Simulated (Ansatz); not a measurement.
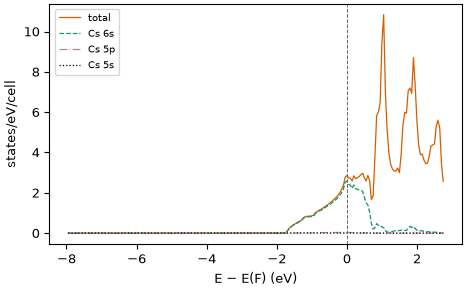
Figure: Total and projected density of states of Cs (hcp (Mg type), space group No. 194), PBEsol (plane waves, PAW; program Ansatz)

Q: Which orbitals carry the states next to the Fermi level?

A: Within 0.5 eV of the Fermi level: Cs 6s 85 %, outside the projected shells 13 %. Projections are on Löwdin-orthogonalised atomic valence shells; empty p or d shells of many metals are not among them.

Space group P6_3/mmc (hcp (Mg type)). The first step of the workflow began from a Materials Project structure, measured or hypothetical; the Crystallography Open Database copy checked does not list it. It is not the phase usual at ambient conditions (space group No. 229). The PBEsol relaxation kept the symmetry of its start; its stability against distortions is not shown here. Spin–orbit coupling is left out wherever it is not named.

Potentials: the later of the program's two PAW sets.
